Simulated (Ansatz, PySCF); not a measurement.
Stretching the Si1–Cl2 bond in ClH3Si (SMILES [SiH3]Cl) (multiplicity 1 held, fragments rigid). Energies count from the point at 2.066 Å.
Geometry at that point (charge 0, multiplicity 1):
```xyz
5

Si    -0.991    -0.034    -0.027
Cl     1.073     0.037     0.029
H     -1.397    -1.012    -1.055
H     -1.496     1.310    -0.365
H     -1.481    -0.450     1.302
```

R- and RO- levels are restricted; in cc, def2 and unpolarised 6-31G sets they are followed outwards from rest. Unrestricted levels (U-) break spin symmetry where that is lower. Left out are points that failed, MP2 points that dive below the minimum, coupled-cluster points behind a jump of the amplitudes or a sharp parting from full CI or MRCI, small-basis points behind a change of solution, and semi-empirical points at long bonds. Levels need not reach the same state.

Correlated levels freeze the cores. Rows in 6-31G* carry no dispersion term and start afresh at each structure (6-31G* with six Cartesian d functions). MP2/6-31G* freezes PySCF's default core.

Programs: Ansatz (Gaussian orbitals); PySCF for 6-31G* rows. Values without a source in brackets are computed.

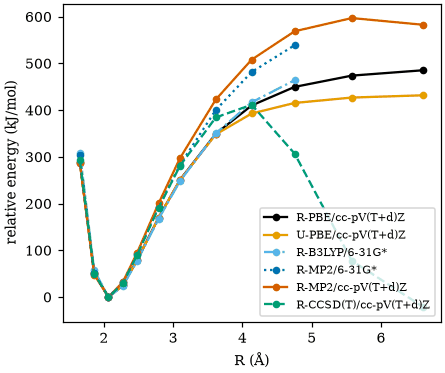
Figure: Relative energy along the coordinate

Doubts at one or more of the structures used: a restricted determinant that unrestricted orbitals would lower (R-PBE/cc-pV(T+d)Z, R-B3LYP/6-31G*, R-MP2/6-31G*, R-MP2/cc-pV(T+d)Z, R-CCSD(T)/cc-pV(T+d)Z); a spin-contaminated determinant (U-PBE/cc-pV(T+d)Z); T1 above 0.05 (R-CCSD(T)/cc-pV(T+d)Z); other coupled-cluster roots lie near (R-CCSD(T)/cc-pV(T+d)Z).

Ansatz is a first-principles code.
